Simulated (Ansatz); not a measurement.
Take PbTe in the rock salt structure (space group Fm-3m, No. 225; a = 6.569 Å) as the base.

Modification: a negative pressure, −2 GPa.

All numbers come from plane-wave PAW DFT at the PBE level (Ansatz, a quantum-chemistry and plane-wave program, 420 eV), scalar-relativistic without spin-orbit coupling.

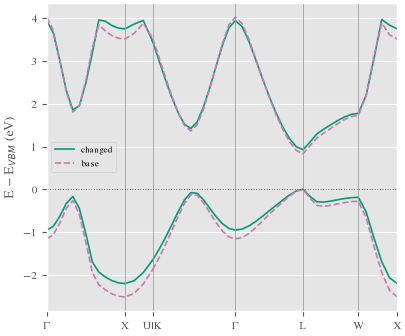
*Highest valence and lowest conduction band along the path, each from its own valence-band maximum*

**Question.** Read the changed gap and its character from the plot.

**Answer.** About 0.9 eV, direct at L.

With Pb and Te present, leaving out spin-orbit coupling can change the band edges. Load acts through the strain it causes; cell and atoms are relaxed under it. No phonon test of stability was made.
